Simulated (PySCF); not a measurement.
Bond stretch in SMILES C#N (CHN). The C1–H3 bond (C1 also carries N; H3 carries nothing else) is varied alone, starting from the PBE0/def2-TZVP optimised geometry.

```
3

C      0.0000     0.0000     0.0000
N      0.0000     0.0000    -1.1456
H      0.0000     0.0000     1.0687
```

Computed with: UMP2/3-21G = PySCF with unrestricted MP2 (frozen core)/3-21G; RCCSD = CCSD on RHF/cc-pVTZ, 2 core orbitals frozen (PySCF 2.14.0); CASSCF(2,2)/cc-pVTZ (PySCF).

Energies are in kJ/mol, each relative to the lowest point of its own curve near equilibrium.

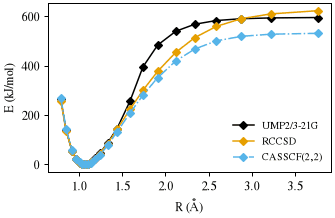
Energy against bond length for each method.

| R / Å | UMP2/3-21G | RCCSD | CASSCF(2,2) |
|---|---|---|---|
| 0.79 | 263.5 | 256.7 | 267.7 |
| 0.85 | 139.3 | 136.7 | 145.0 |
| 0.92 | 53.6 | 53.4 | 58.7 |
| 0.97 | 20.2 | 20.6 | 24.0 |
| 1.01 | 5.9 | 6.3 | 8.3 |
| 1.03 | 2.1 | 2.4 | 3.7 |
| 1.07 | 0.0 | 0.0 | 0.0 |
| 1.10 | 2.5 | 2.2 | 1.2 |
| 1.14 | 10.1 | 9.4 | 7.2 |
| 1.19 | 25.2 | 23.8 | 20.1 |
| 1.24 | 44.7 | 42.8 | 37.7 |
| 1.33 | 87.1 | 84.5 | 76.9 |
| 1.44 | 145.7 | 142.4 | 131.7 |
| 1.59 | 256.9 | 223.8 | 208.8 |
| 1.74 | 395.6 | 300.7 | 281.0 |
| 1.91 | 483.9 | 377.6 | 351.7 |
| 2.12 | 540.0 | 454.6 | 419.6 |
| 2.34 | 568.4 | 514.2 | 468.2 |
| 2.59 | 583.4 | 559.7 | 500.9 |
| 2.88 | 590.8 | 591.0 | 519.4 |
| 3.22 | 594.0 | 610.2 | 528.0 |
| 3.77 | 595.6 | 623.4 | 531.6 |

At the longest distance, 3.77 Å, RCCSD lies highest above its minimum (623.4 kJ/mol) and CASSCF(2,2) lowest (531.6 kJ/mol).

The unrestricted determinant behind UMP2/3-21G is spin-contaminated at 1.59 to 3.77 Å (<S²> up to 1.4, against 0.00 for a pure singlet). The T1 diagnostic of CCSD on the restricted reference of RCCSD exceeds 0.045 at 2.34 to 3.77 Å.
